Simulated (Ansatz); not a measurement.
**ZnO (zincite, P6_3mc): zone-centre modes under pressure**

Aim: how do the optical modes of ZnO (zincite, P6_3mc) move with volume?

Main program and level: Ansatz 0.2.0; DFT PBE, scalar-relativistic, plane waves, PAW; PAW set soft_1.

## Step 1: The structure

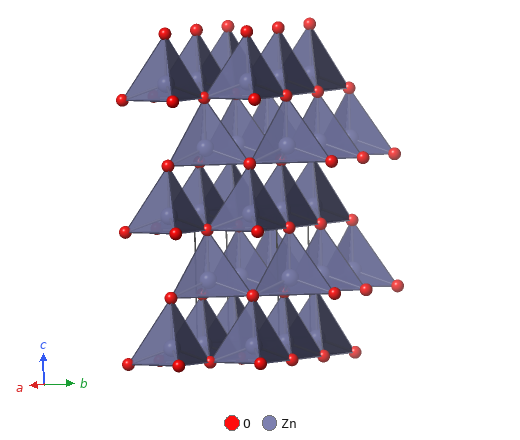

Start, viewed slightly off an axis; oxygen red, zinc blue. 3×2×2 cells are drawn. Some periodic images of atoms are drawn too.

## Step 2: Relaxation

The cell and atoms are relaxed, since residual forces and stress would shift the frequencies.

input.yaml

```yaml
crystal:
  lattice:
    - [3.249308, 0.0, 0.0]
    - [-1.624654, 2.8139832727, 0.0]
    - [0.0, 0.0, 5.205709]
  atoms:
    - { symbol: O, position: [0.66666667, 0.33333333, 0.37901] }
    - { symbol: O, position: [0.33333333, 0.66666667, 0.87901] }
    - { symbol: Zn, position: [0.33333333, 0.66666667, 0.5] }
    - { symbol: Zn, position: [0.66666667, 0.33333333, 0.0] }
kpoints:
  mp_grid: { grid: [9, 9, 6] }
hamiltonian:
  xc: pbe
  pseudopotentials: { kind: paw, azcp: { folder: soft_1 } }
scf:
  occupations: { method: gaussian, width: 0.02 }
output:
  forces: true
  stress: true
  eigenvalues: true
relax:
  adjacent_minimum: "off"
  f_tol: 0.005
  max_steps: 80
  cell: { stress_tol: 0.05 }
```

Launch:

```
$ ansatz run input.yaml --threads 4 --pin off --max-ram 16384MiB --backend cpu --events-out ev --progress --plain --runs-dir out
```

Numbers of over 12 decimals in the logs are rounded to 6 here.

The program printed:

```text
Engine: ansatz 0.2.0, aarch64-unknown-linux-gnu
Pseudopotentials: kind: paw
Pseudopotential: O, paw, valence charge 6, recommended cutoff 420 eV (normal), soft_1/O.paw.azcp
Pseudopotential: Zn, paw, valence charge 12, recommended cutoff 420 eV (normal), soft_1/Zn.paw.azcp
Functional definition: PBE
  parameter kappa = 0.804
  parameter beta = 0.066725
  exchange = pbe_x(kappa = kappa, mu = beta*pi^2/3)
  correlation = pbe_c(beta = beta)
Crystal: 4 atoms, lattice volume = 47.598 Å³
Basis set: ecut = 420 eV, 941 PW (Γ), exchange–correlation on 48×48×72 points (8 copies of the dense FFT grid, shifted against one another)
Bands: 22, of which v1, the nominal top of the filled ones, is band 18 counted from 1 (17 counted from 0)
Symmetry: 12 space group operations
Space group: P63mc (ITA 186), of the structure as read, at distance tolerance 3.6e-5 Å
k-points: 48 of 486 (time reversal used)
Non-local potential: O, projectors of the file, l = 0: 2, l = 1: 2, l = 2: 1
Non-local potential: Zn, projectors of the file, l = 0: 2, l = 1: 2, l = 2: 3, l = 3: 1
PAW form: soft (Blöchl's): semilocal exchange-correlation on the pseudo side does not see the compensation charge
PAW one-centre angular grid: O, 110 points (default); XC on 64 Gauss nodes
PAW one-centre angular grid: Zn, 590 points (default); XC on 64 Gauss nodes
Initial density: superposition of atomic densities (chi_scale 0.1, normalization cell, long waves kept (reshape's long-wave potential 0.00 eV rms))
Initial wavefunctions: pseudopotential atomic-orbital guess
Functional: x = pbe(κ = 0.804, μ = 0.219515), c = pbe(β = 0.066725)
SCF iter   1: F=—  HF=-7774.610904 eV  |F-HF|=—  |Δ(HF+E_count)|=         —  Δρ=1.10e-1  dr2=3.05e0  ethr=3.10e-3  ⟨swp⟩=6.1  Hψ=5369  notcnv=0
preconditioner: auto → Resta (q_TF=auto, 2.604 Å⁻¹)  ε∞=6.4  [insulator: Δε(μ)=1.253 eV  Ē_g=13.886 eV  σ=0.020 eV  W_gap=1.00  n_scr=22 (ndim 8)  ℏωp=32.3 eV  f_vac=0.000  D(μ)=0.00/eV (n_scr^D=0)  ε∞_Penn≈6.4]
SCF iter   2: F=—  HF=-7773.773332 eV  |F-HF|=—  |Δ(HF+E_count)|=   8.38e-1  Δρ=2.33e-2  dr2=2.15e-1  ethr=3.10e-3  ⟨swp⟩=2.3  Hψ=2418  notcnv=0
SCF iter   3: F=—  HF=-7773.673476 eV  |F-HF|=—  |Δ(HF+E_count)|=   9.99e-2  Δρ=1.79e-2  dr2=1.39e-1  ethr=5.97e-4  ⟨swp⟩=2.0  Hψ=2400  notcnv=0
SCF iter   4: F=—  HF=-7773.667237 eV  |F-HF|=—  |Δ(HF+E_count)|=   6.24e-3  Δρ=7.24e-3  dr2=1.69e-2  ethr=3.85e-4  ⟨swp⟩=2.0  Hψ=2015  notcnv=0
SCF iter   5: F=—  HF=-7773.676135 eV  |F-HF|=—  |Δ(HF+E_count)|=   8.90e-3  Δρ=1.81e-3  dr2=1.81e-3  ethr=4.70e-5  ⟨swp⟩=2.3  Hψ=2384  notcnv=0
SCF iter   6: F=—  HF=-7773.676510 eV  |F-HF|=—  |Δ(HF+E_count)|=   3.75e-4  Δρ=6.86e-4  dr2=1.58e-4  ethr=5.04e-6  ⟨swp⟩=2.0  Hψ=2005  notcnv=0
SCF iter   7: F=—  HF=-7773.676687 eV  |F-HF|=—  |Δ(HF+E_count)|=   1.77e-4  Δρ=1.98e-4  dr2=9.10e-6  ethr=4.40e-7  ⟨swp⟩=2.0  Hψ=1924  notcnv=0
SCF iter   8: F=—  HF=-7773.676758 eV  |F-HF|=—  |Δ(HF+E_count)|=   7.11e-5  Δρ=2.96e-5  dr2=4.48e-7  ethr=2.53e-8  ⟨swp⟩=2.0  Hψ=1777  notcnv=0
SCF iter   9: F=-7773.676759 eV  HF=-7773.676759 eV  |F-HF|=1.48e-8  |Δ(HF+E_count)|=   8.07e-7  Δρ=5.43e-6  dr2=1.57e-8  ethr=2.78e-10  ⟨swp⟩=7.0  Hψ=5578  notcnv=0
SCF 1 converged in 9 iterations: F = -7773.676759 eV  dr2 = 1.57e-8
  greatest PAW one-centre occupation: 0.987 electrons in one spin orbital (limit 2), on the Zn atom at site 3 (counted from 0), in its partial waves of l = 2
relax step   1: F+E_penalty+E_count = -7773.67675911 eV  Δ(F+E_penalty+E_count) = +0.000e0 eV  max|allowed force component| = 7.025e-2 eV/Å  Δτ_max = 0.0000 Å  P = +4.986 GPa  Ω = 47.598 Å³  (9 SCF iters, dr2 threshold 1.00e-7 eV, accepted)
Crystal: 4 atoms, lattice volume = 48.458 Å³
Basis set: ecut = 420 eV, 965 PW (Γ), exchange–correlation on 48×48×72 points (8 copies of the dense FFT grid, shifted against one another)
Initial density: handed on by an earlier stage of this run
Initial wavefunctions: those handed on with the density
iter 1 solved again at ethr=5.17e-6 eV; its pass at ethr=3.10e-3 eV (dr2=1.86e-3 eV) is discarded
SCF iter   1: F=—  HF=-7773.694828 eV  |F-HF|=—  |Δ(HF+E_count)|=         —  Δρ=2.12e-3  dr2=1.66e-3  ethr=5.17e-6  ⟨swp⟩=2.2  Hψ=6309  notcnv=0
preconditioner: auto → Resta (q_TF=auto, 2.596 Å⁻¹)  ε∞=7.5  [insulator: Δε(μ)=0.753 eV  Ē_g=12.552 eV  σ=0.020 eV  W_gap=1.00  n_scr=22 (ndim 8)  ℏωp=32.0 eV  f_vac=0.041  D(μ)=0.00/eV (n_scr^D=0)  ε∞_Penn≈7.5]
SCF iter   2: F=—  HF=-7773.694444 eV  |F-HF|=—  |Δ(HF+E_count)|=   3.84e-4  Δρ=5.77e-4  dr2=1.56e-4  ethr=4.62e-6  ⟨swp⟩=2.0  Hψ=1970  notcnv=0
SCF iter   3: F=—  HF=-7773.694494 eV  |F-HF|=—  |Δ(HF+E_count)|=   4.99e-5  Δρ=3.57e-4  dr2=7.71e-5  ethr=4.32e-7  ⟨swp⟩=2.0  Hψ=1771  notcnv=0
SCF iter   4: F=—  HF=-7773.694503 eV  |F-HF|=—  |Δ(HF+E_count)|=   8.53e-6  Δρ=2.60e-4  dr2=1.82e-5  ethr=2.14e-7  ⟨swp⟩=2.2  Hψ=1769  notcnv=0
SCF iter   5: F=—  HF=-7773.694504 eV  |F-HF|=—  |Δ(HF+E_count)|=   1.37e-6  Δρ=8.32e-5  dr2=2.52e-6  ethr=5.06e-8  ⟨swp⟩=2.0  Hψ=1824  notcnv=0
SCF iter   6: F=-7773.694508 eV  HF=-7773.694507 eV  |F-HF|=2.31e-7  |Δ(HF+E_count)|=   3.27e-6  Δρ=1.68e-5  dr2=1.28e-7  ethr=1.11e-9  ⟨swp⟩=4.1  Hψ=5512  notcnv=0
SCF 2 converged in 6 iterations: F = -7773.694508 eV  dr2 = 1.28e-7
  greatest PAW one-centre occupation: 0.987 electrons in one spin orbital (limit 2), on the Zn atom at site 2 (counted from 0), in its partial waves of l = 2
relax step   2: F+E_penalty+E_count = -7773.69450769 eV  Δ(F+E_penalty+E_count) = -1.775e-2 eV  max|allowed force component| = 4.413e-2 eV/Å  Δτ_max = 0.0017 Å  P = +2.309 GPa  Ω = 48.458 Å³  energy of the carried Pulay correction = -2.551e-3 eV  (6 SCF iters, dr2 threshold 4.00e-7 eV, accepted)
Crystal: 4 atoms, lattice volume = 49.219 Å³
Basis set: ecut = 420 eV, 989 PW (Γ), exchange–correlation on 48×48×72 points (8 copies of the dense FFT grid, shifted against one another)
iter 1 solved again at ethr=3.46e-6 eV; its pass at ethr=3.10e-3 eV (dr2=1.25e-3 eV) is discarded
SCF iter   1: F=—  HF=-7773.698476 eV  |F-HF|=—  |Δ(HF+E_count)|=         —  Δρ=1.77e-3  dr2=1.20e-3  ethr=3.46e-6  ⟨swp⟩=2.1  Hψ=6392  notcnv=0
preconditioner: auto → Resta (q_TF=auto, 2.590 Å⁻¹)  ε∞=7.5  [insulator: Δε(μ)=0.728 eV  Ē_g=12.452 eV  σ=0.020 eV  W_gap=1.00  n_scr=22 (ndim 8)  ℏωp=31.8 eV  f_vac=0.044  D(μ)=0.00/eV (n_scr^D=0)  ε∞_Penn≈7.5]
SCF iter   2: F=—  HF=-7773.698203 eV  |F-HF|=—  |Δ(HF+E_count)|=   2.73e-4  Δρ=4.76e-4  dr2=1.17e-4  ethr=3.33e-6  ⟨swp⟩=2.0  Hψ=1841  notcnv=0
SCF iter   3: F=—  HF=-7773.698261 eV  |F-HF|=—  |Δ(HF+E_count)|=   5.78e-5  Δρ=3.03e-4  dr2=5.98e-5  ethr=3.25e-7  ⟨swp⟩=2.0  Hψ=1737  notcnv=0
SCF iter   4: F=—  HF=-7773.698268 eV  |F-HF|=—  |Δ(HF+E_count)|=   7.34e-6  Δρ=2.23e-4  dr2=1.39e-5  ethr=1.66e-7  ⟨swp⟩=2.3  Hψ=1759  notcnv=0
SCF iter   5: F=—  HF=-7773.698269 eV  |F-HF|=—  |Δ(HF+E_count)|=   1.40e-6  Δρ=7.16e-5  dr2=1.88e-6  ethr=3.86e-8  ⟨swp⟩=2.0  Hψ=1824  notcnv=0
SCF iter   6: F=-7773.698272 eV  HF=-7773.698272 eV  |F-HF|=1.85e-7  |Δ(HF+E_count)|=   2.56e-6  Δρ=1.52e-5  dr2=1.08e-7  ethr=1.11e-9  ⟨swp⟩=6.5  Hψ=4886  notcnv=0
SCF 3 converged in 6 iterations: F = -7773.698272 eV  dr2 = 1.08e-7
  greatest PAW one-centre occupation: 0.988 electrons in one spin orbital (limit 2), on the Zn atom at site 2 (counted from 0), in its partial waves of l = 2
relax step   3: F+E_penalty+E_count = -7773.69827214 eV  Δ(F+E_penalty+E_count) = -3.764e-3 eV  max|allowed force component| = 2.261e-2 eV/Å  Δτ_max = 0.0007 Å  P = +0.133 GPa  Ω = 49.219 Å³  energy of the carried Pulay correction = -4.772e-3 eV  (6 SCF iters, dr2 threshold 4.00e-7 eV, accepted)
[...]
relax step   4: F+E_penalty+E_count = -7773.69832934 eV  Δ(F+E_penalty+E_count) = -5.720e-5 eV  max|allowed force component| = 1.486e-2 eV/Å  Δτ_max = 0.0010 Å  P = +0.126 GPa  Ω = 49.222 Å³  energy of the carried Pulay correction = -4.780e-3 eV  (3 SCF iters, dr2 threshold 1.25e-7 eV, accepted)
[...]
relax step   5: F+E_penalty+E_count = -7773.69826201 eV  Δ(F+E_penalty+E_count) = +6.733e-5 eV  max|allowed force component| = 3.308e-4 eV/Å  Δτ_max = 0.0018 Å  P = +0.001 GPa  Ω = 49.268 Å³  energy of the carried Pulay correction = -4.912e-3 eV  (5 SCF iters, dr2 threshold 9.22e-8 eV, accepted)
[...]
relax step   6: F+E_penalty+E_count = -7773.70392146 eV  Δ(F+E_penalty+E_count) = -5.659e-3 eV  max|allowed force component| = 6.472e-4 eV/Å  Δτ_max = 0.0000 Å  P = +0.149 GPa  Ω = 49.268 Å³  stress off target by 1.80e-1 GPa  SCF on the basis re-selected at this cell (its energy is not comparable with the rows above)  (8 SCF iters)
[...]
relax step   7: F+E_penalty+E_count = -7773.70378524 eV  Δ(F+E_penalty+E_count) = +1.362e-4 eV  max|allowed force component| = 4.352e-4 eV/Å  Δτ_max = 0.0002 Å  P = +0.001 GPa  Ω = 49.323 Å³  energy of the carried Pulay correction = -1.637e-4 eV  (4 SCF iters, dr2 threshold 8.14e-8 eV, accepted)
iter 1 solved again at ethr=2.22e-7 eV; its pass at ethr=3.10e-3 eV (dr2=7.99e-5 eV) is discarded
SCF iter   1: F=—  HF=-7773.703697 eV  |F-HF|=—  |Δ(HF+E_count)|=         —  Δρ=1.68e-4  dr2=3.64e-7  ethr=2.22e-7  ⟨swp⟩=3.1  Hψ=8416  notcnv=0
preconditioner: auto → Resta (q_TF=auto, 2.589 Å⁻¹)  ε∞=7.5  [insulator: Δε(μ)=0.741 eV  Ē_g=12.452 eV  σ=0.020 eV  W_gap=1.00  n_scr=22 (ndim 8)  ℏωp=31.7 eV  f_vac=0.042  D(μ)=0.00/eV (n_scr^D=0)  ε∞_Penn≈7.5]
SCF iter   2: F=—  HF=-7773.703923 eV  |F-HF|=—  |Δ(HF+E_count)|=   2.25e-4  Δρ=8.52e-5  dr2=1.11e-7  ethr=1.01e-9  ⟨swp⟩=2.0  Hψ=1903  notcnv=0
SCF iter   3: F=—  HF=-7773.703975 eV  |F-HF|=—  |Δ(HF+E_count)|=   5.21e-5  Δρ=6.65e-6  dr2=1.12e-8  ethr=3.09e-10  ⟨swp⟩=2.0  Hψ=1771  notcnv=0
SCF iter   4: F=—  HF=-7773.703975 eV  |F-HF|=—  |Δ(HF+E_count)|=   1.36e-8  Δρ=2.33e-6  dr2=1.43e-9  ethr=3.10e-11  ⟨swp⟩=2.1  Hψ=1832  notcnv=0
SCF iter   5: F=—  HF=-7773.703975 eV  |F-HF|=—  |Δ(HF+E_count)|=   1.81e-8  Δρ=9.10e-7  dr2=4.97e-10  ethr=3.98e-12  ⟨swp⟩=2.0  Hψ=1677  notcnv=0
SCF iter   6: F=—  HF=-7773.703975 eV  |F-HF|=—  |Δ(HF+E_count)|=  9.85e-10  Δρ=9.94e-7  dr2=3.20e-10  ethr=1.38e-12  ⟨swp⟩=2.0  Hψ=1854  notcnv=0
SCF iter   7: F=-7773.703975 eV  HF=-7773.703975 eV  |F-HF|=1.62e-10  |Δ(HF+E_count)|=  2.12e-10  Δρ=2.97e-7  dr2=1.23e-11  ethr=1.00e-12  ⟨swp⟩=3.0  Hψ=4796  notcnv=0
SCF 8 converged in 7 iterations: F = -7773.703975 eV  dr2 = 1.23e-11
relax step   8: F+E_penalty+E_count = -7773.70397470 eV  Δ(F+E_penalty+E_count) = -1.895e-4 eV  max|allowed force component| = 4.091e-4 eV/Å  Δτ_max = 0.0000 Å  P = +0.002 GPa  Ω = 49.323 Å³  stress off target by 8.41e-3 GPa  SCF on the basis re-selected at this cell (its energy is not comparable with the rows above)  (7 SCF iters)
basis re-selected at this cell: Δ(F+E_penalty+E_count) = -1.895e-4 eV, ΔP = +0.001 GPa vs the last step (what re-selecting the basis moved, of the pressure what is left beyond the Pulay correction that the steps carried, after the strain that the cell walked since its last selection, with what the two solves' SCF thresholds leave and, on support functions, any second-order correction that the steps lacked; it is no m [...]
SCF converged after 7 iterations
Free energy (F): -7773.703975 eV
Harris-Foulkes:  -7773.703975 eV  (|F-HF|=1.62e-10)
Internal energy: -7773.703975 eV  (E = F + TS)
E sigma→0 (E₀):  -7773.703975 eV
Fermi energy:    7.032467 eV
--- Per-component energies (eV) ---
  E_band       = 49.212088
  E_kinetic    = 628.076648
  E_local      = -4493.598512  (includes V_loc(G=0)·N_el)
  E_nonlocal   = 1755.652339
  E_hartree    = 1687.869474
  E_xc         = -297.802579
  E_vxc        = -281.843909  (∫ρ·V_xc dr)
  E_paw        = -4126.062109  (= ΣΔE_a)
  E_vpaw       = -934.814455  (= ΣTr[D̂ρ^β])
  E_aug_tail   = 0.000970  (compensation charges beyond the density's cutoff)
  E_ewald      = -2927.840206
  E_smearing   = -0.000000  (= −TS)
  E_closure    = -0.000000  (closes the sum)
  Σ components = -7773.703975   (vs F -7773.703975, Δ=0.00e0)
--- Forces (eV/Å), atoms counted from 1 ---
  atom   1  O      0.00000000     0.00000000     0.00040748
  atom   2  O     -0.00000000    -0.00000000     0.00040748
  atom   3  Zn     0.00000000     0.00000000    -0.00041067
  atom   4  Zn    -0.00000000    -0.00000000    -0.00041067
  max |Σ_I F_I| component: 6.38e-6 eV/Å
--- Stress (GPa, compression-positive) ---
       -0.000913       0.000000       0.000000
        0.000000      -0.000913      -0.000000
        0.000000      -0.000000       0.008412
  P = ⅓ Tr σ = 0.0022 GPa (0.022 kbar)
--- Band table (eV; the first three rows and the last of 48) ---
  k-point 0: bands = [... 14 lower, 5.9111, 6.5823, 6.6620, 6.6620, 7.4025, 11.7701, 14.7348, 19.4164]
  k-point 1: bands = [... 14 lower, 5.9625, 6.0191, 6.6130, 6.6130, 8.0489, 11.5359, 14.9467, 19.4224]
  k-point 2: bands = [... 14 lower, 6.1021, 6.1021, 6.4779, 6.4779, 9.0349, 10.9093, 15.5652, 17.9712]
  k-point 47: bands = [... 14 lower, 4.0847, 4.0847, 5.4769, 5.4769, 14.4584, 14.4584, 14.6244, 14.6244]
--- Relaxed structure (6 steps of the walk, 6 accepted, 2 SCFs on fresh bases) ---
  F+E_penalty+E_count = -7773.70397470 eV   max|allowed force component| = 4.091e-4 eV/Å   (the final SCF, on the basis selected at the relaxed cell)
  cell:  # Å, volume = 49.3235 Å³
    - [3.279952, 0, 0]
    - [-1.639976, 2.840522, 1.3746931182837871e-18]
    - [0, 2.543104078652234e-18, 5.294052]
  atoms:
    - { symbol: O, position: [0.666667, 0.333333, 0.379039] }
    - { symbol: O, position: [0.333333, 0.666667, 0.879039] }
    - { symbol: Zn, position: [0.333333, 0.666667, 0.499971] }
    - { symbol: Zn, position: [0.666667, 0.333333, -2.870135959140793e-5] }
```

Wall time 11 s (4 threads of Arm Neoverse V2, shared host); peak memory 0.37 GiB.

Step by step:

```csv
step,energy less that of the first step (eV),largest force component (eV/Å),pressure (GPa),volume (Å³)
1,0.0000,0.0703,4.99,47.60
2,-0.0177,0.0441,2.31,48.46
3,-0.0215,0.0226,0.13,49.22
4,-0.0216,0.0149,0.13,49.22
5,-0.0215,0.0003,0.00,49.27
6*,-0.0272,0.0006,0.15,49.27
7,-0.0270,0.0004,0.00,49.32
8*,-0.0272,0.0004,0.00,49.32
```

Relaxation steps marked * repeat the geometry before them on a plane-wave basis chosen anew for their cell, so energy and pressure can jump there.

The run keeps the 12 symmetry operations that it works with, so distortions that break them were not tested.

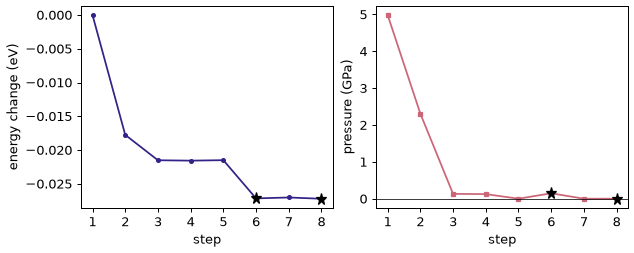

Energy and pressure along the relaxation. Stars mark steps on a basis chosen anew.

```csv
"conventional cell, symmetrised",before,after,change
a (Å),3.249,3.280,+0.9 %
b (Å),3.249,3.280,+0.9 %
c (Å),5.206,5.294,+1.7 %
volume (Å³/atom),11.90,12.33,+3.6 %
```

The relaxed structure:

```cif
data_structure
_symmetry_space_group_name_H-M 'P 1'
_symmetry_Int_Tables_number 1
_cell_length_a 3.2800
_cell_length_b 3.2800
_cell_length_c 5.2941
_cell_angle_alpha 90.000
_cell_angle_beta 90.000
_cell_angle_gamma 120.000
_cell_volume 49.32
loop_
_atom_site_label
_atom_site_type_symbol
_atom_site_fract_x
_atom_site_fract_y
_atom_site_fract_z
_atom_site_occupancy
O1 O 0.66667 0.33333 0.37904 1
O2 O 0.33333 0.66667 0.87904 1
Zn3 Zn 0.33333 0.66667 0.49997 1
Zn4 Zn 0.66667 0.33333 0.99997 1
```

Numbers from this step:

```yaml
pressure: 0.002195 GPa
gap_on_the_k_mesh: 0.7405 eV
volume_per_atom: 12.33 Å³
```

In this step the volume went from 11.90 to 12.33 Å³/atom.

## Step 3: Tight relaxation

A first tight relaxation and response on 9×9×6 k points, not shown, drew a warning on the mesh, so the tight relaxation is repeated on 15×15×10 points.

input.yaml

```yaml
crystal:
  lattice:
    - [3.2799520221, 0.0, 0.0]
    - [-1.6399760111, 2.8405217744, 0.0]
    - [0.0, 0.0, 5.2940517524]
  atoms:
    - { symbol: O, position: [0.6666666667, 0.3333333333, 0.3790387014] }
    - { symbol: O, position: [0.3333333333, 0.6666666667, 0.8790387014] }
    - { symbol: Zn, position: [0.3333333333, 0.6666666667, 0.4999712986] }
    - { symbol: Zn, position: [0.6666666667, 0.3333333333, -2.87014e-05] }
kpoints:
  mp_grid: { grid: [15, 15, 10] }
hamiltonian:
  xc: pbe
  pseudopotentials: { kind: paw, azcp: { folder: soft_1 } }
scf:
  occupations: { method: fixed }
output:
  forces: true
  stress: true
  eigenvalues: true
relax:
  adjacent_minimum: "off"
  f_tol: 0.001
  max_steps: 60
  cell: { stress_tol: 0.01 }
```

The program printed:

```text
[...]
Crystal: 4 atoms, lattice volume = 49.323 Å³
Basis set: ecut = 420 eV, 989 PW (Γ), exchange–correlation on 48×48×72 points (8 copies of the dense FFT grid, shifted against one another)
Bands: 22, of which v1, the nominal top of the filled ones, is band 18 counted from 1 (17 counted from 0)
Symmetry: 12 space group operations
[...]
k-points: 162 of 2250 (time reversal used)
[...]
--- Relaxed structure (2 steps of the walk, 2 accepted, 1 SCFs on fresh bases) ---
[...]
cell:  # Å, volume = 49.3245 Å³
    - [3.279942, 2.8867443836062e-11, 0]
    - [-1.639971, 2.840513, 0]
    - [0, 0, 5.294196]
  atoms:
    - { symbol: O, position: [0.666667, 0.333333, 0.379037] }
    - { symbol: O, position: [0.333333, 0.666667, 0.879037] }
    - { symbol: Zn, position: [0.333333, 0.666667, 0.499973] }
    - { symbol: Zn, position: [0.666667, 0.333333, -2.6937784762278344e-5] }
[key lines of the parts left out:]
SCF converged after 7 iterations
Free energy (F): -7773.704153 eV
Fermi energy:    6.661354 eV
P = ⅓ Tr σ = 0.0023 GPa (0.023 kbar)
```

Elapsed: 14 s, on 4 threads; peak memory 0.47 GiB; 54 s of CPU time.

Little changed from the start: no atom moved by 0.005 Å and no cell edge by 0.1 %.

Numbers from this step:

```
pressure          : 0.002292 GPa
gap on the k-mesh : 0.7406 eV
```

The largest force component left is 0.27 meV/Å and the pressure is 0.002 GPa, within the tolerances set. The cell now holds 12.33 Å³/atom.

[end of part 1 of 3]

[Logs are printed without paths, hosts, clocks, repeated set-up lines and the standing remarks that a program may print on its own settings, such as how far it seeks lower states.]

[Hosts, paths, dates, database ids (printed as entryN), source tags and the programs' standing remarks are cut or masked in the printed files.]
